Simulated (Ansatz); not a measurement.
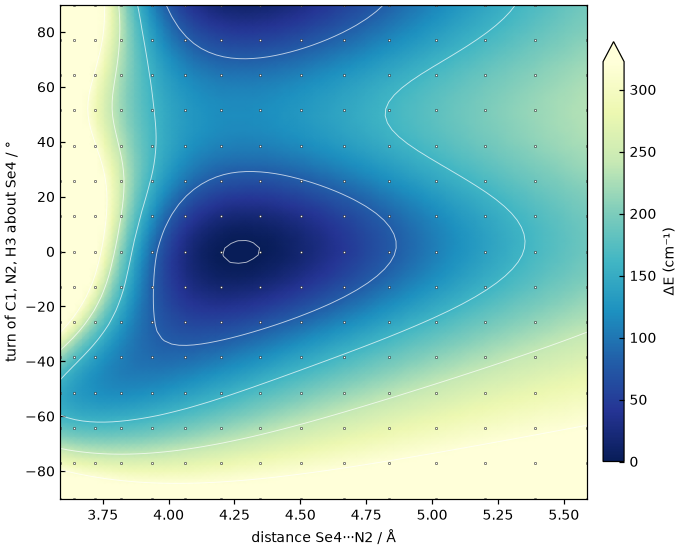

The pair CHN···H₂Se. The turn is about an axis along (−0.92, 0.39, −0.03) in the frame of the relaxed pair, normal to the line between the partners. Coordinates scanned: (1) distance Se4···N2; (2) turn of C1, N2, H3 about Se4. The grid has 15 × 15 points. Points are written as (first, second). Energies: cm⁻¹, counted from the lowest grid point. Computed with RHF/def2-TZVPD (Ansatz 0.2.0).

Drawn: a smooth colour map with a few white contour lines, dots at the grid points, one colour for all values above the top of the scale. Between grid points the surface is interpolated.

The lowest grid point is at (4.347 Å, 0.0°). The energy also falls towards the edge at (4.347 Å, 90.0°) (14 cm⁻¹ above the lowest), where a further well may lie outside the range. The highest grid point, (3.589 Å, 12.9°), lies 720 cm⁻¹ above the lowest.

The level of theory is changed to RKS B3LYP-D4/def2-TZVPD (Ansatz 0.2.0); with it change the reference geometry, relaxed at the new level; the new grid has 13 × 13 points.

Q: How does the landscape change?

A: The minimum (interpolated where it lies between grid points) moves from about (4.273 Å, 0°) to about (3.849 Å, 48°). The curvature at the minimum changes from about 0.13 to 0.3 eV/Å² along distance Se4···N2 and from about 0.12 to 0.14 eV/rad² along turn of C1, N2, H3 about Se4.

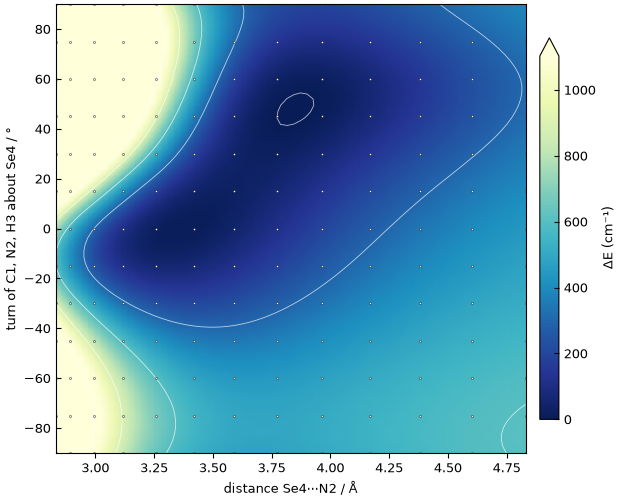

The map after the change, on a colour scale of its own. The picture shows a smooth colour map with a few white contour lines, dots at the grid points, one colour for all values above the top of the scale. Between grid points the surface is interpolated.
